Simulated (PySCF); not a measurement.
**C8H10Si: density, localisation and related maps**

```xyz
19

C    -2.8061   -0.5650   -0.0542
C    -1.8213   -1.0498   -0.9127
C    -0.4998   -0.6287   -0.7820
C    -0.1276    0.2880    0.2129
C     1.2727    0.7444    0.3987
C     2.2938    0.6730   -0.7483
Si    2.6776   -0.4903    0.6456
C    -1.1313    0.7676    1.0682
C    -2.4520    0.3486    0.9383
H    -3.8424   -0.8937   -0.1595
H    -2.0826   -1.7646   -1.6972
H     0.2512   -1.0266   -1.4689
H     1.3500    1.6506    1.0106
H     2.9177    1.5637   -0.8784
H     1.9328    0.2772   -1.7037
H     2.3516   -1.9279    0.4835
H     3.7893   -0.1740    1.5775
H    -0.8655    1.4857    1.8489
H    -3.2132    0.7432    1.6164
```

Geometry: PBE0-D3(BJ)/def2-SVP.

Method: PySCF, wB97X-D/def2-SVPD, SCF density, gas phase.

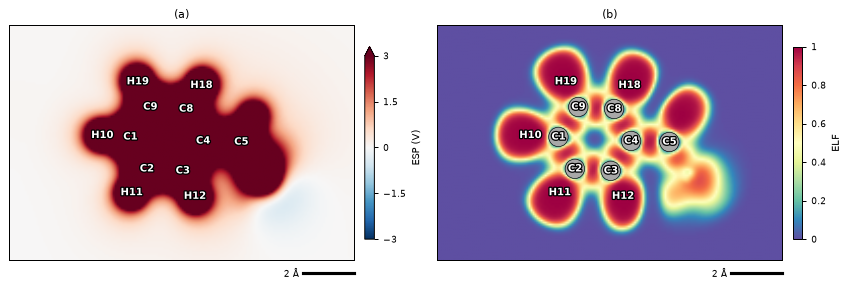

Figure 1. (a) molecular electrostatic potential; (b) electron localisation function on the plane of atoms C1, C9 and C8. Grey discs cover the atomic cores in the ELF map.

Read the bonding off the picture.

Answer.
- The plane passes through C and H nuclei.
- C–C (1.39 Å): the ELF peaks at about 0.95 between the atoms, as expected for a covalent bond.
- C–H (1.09 Å): the ELF climbs to about 1 towards the hydrogen, as it does in any bond to H: a covalent bond by its length.
- C–C (1.48 Å): the ELF peaks at about 0.95 between the atoms, as expected for a covalent bond.
- Outside the dense part of the molecule the potential is most negative (−0.4 V) near C6, which lies off the plane.

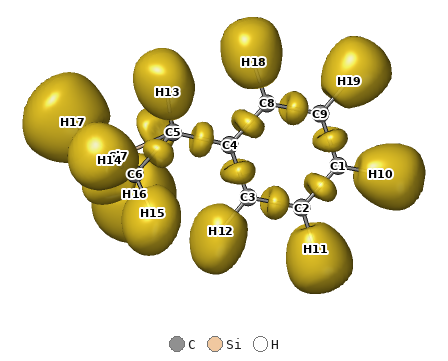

Figure 2. Isosurface of the ELF at 0.8 (yellow), seen across its widest extent. Only the valence region is drawn (cores and ρ < 0.01 e/Å³ removed).

What do the ELF domains correspond to?

Answer. At this value the surface marks out eight regions between bonded C–C atoms (shared pairs), ten regions around hydrogen nuclei and two regions on Si in which the atom's valence shell and bonds are merged. Along the contacts the grid gives the following. C–Si (1.86 Å): the ELF peaks at about 0.85 between the atoms (a covalent bond).

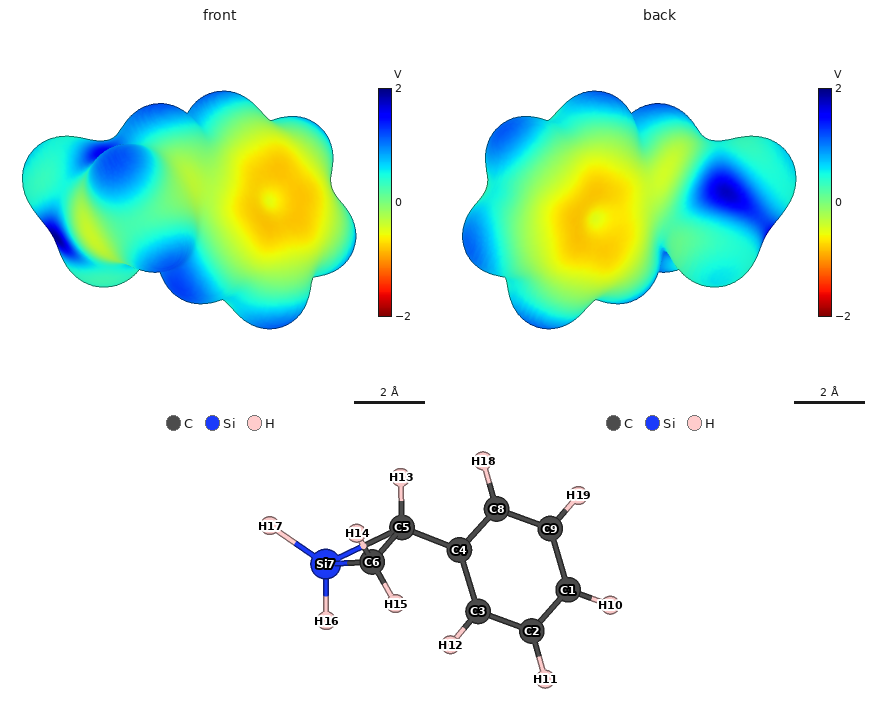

Figure 3. The electrostatic potential painted on the density surface at 0.004 e/bohr³, seen from the front and from behind; red is negative and blue positive. The bare structure is drawn below in the same view.

Where is the surface potential most negative and most positive?

Answer. The most negative region (about −0.8 V) lies over the π face of the C atoms, the most positive (about +1.7 V) over Si7.
